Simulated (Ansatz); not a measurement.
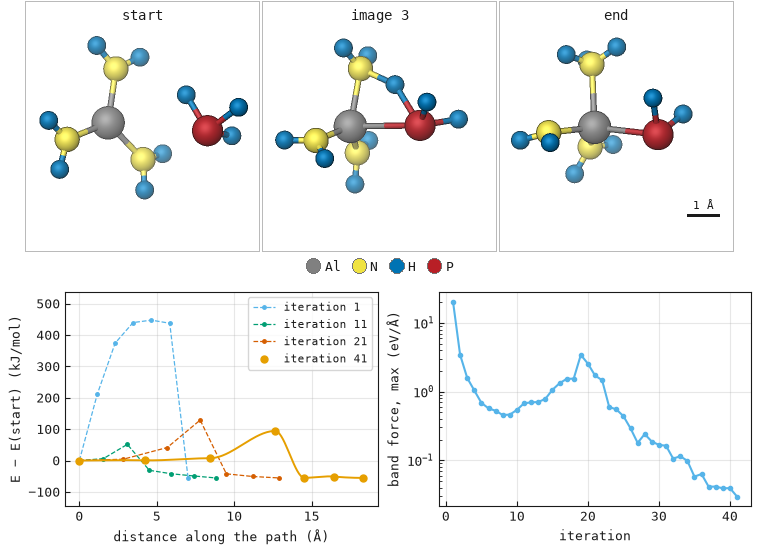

A search for the minimum-energy path of AlPN$_{3}$H$_{9}$, made up at the start of AlN₃H₆ and PH3 by the nudged elastic band. Images are numbered from 0 (start) to 6 (end). The plot follows the band through its iterations. A ball-and-stick model, seen face on.

Computed with Ansatz 0.2.0, RKS BHLYP-D4/def2-SVP. Set-up: 5 movable images; climbing image; force threshold 0.03 eV/Å; iteration limit 60; starting path through a guess of the saddle point.

Q: Did the band converge, and can the barrier be trusted?

A: The run is converged, with reservations. The band converged in 41 iterations. The largest component of the band force went from 20 to 0.03 eV/Å. The climbing image converged on the top of the path. Its vibrational analysis gives one imaginary mode (1363i cm⁻¹), as a transition state must have. The first iteration put the highest image at 447.3 kJ/mol. The energy climbs by 94.5 kJ/mol to image 3 and then falls by 149.9 kJ/mol, so the end point sits at −55.4 kJ/mol.

Limits of the set-up: the start holds two separate molecules, 2.8 Å apart at their closest, whose relative position is a soft coordinate.

The run took 5.9 min on 4 threads of Arm Neoverse V2, on a shared host, peak memory 0.32 GiB.
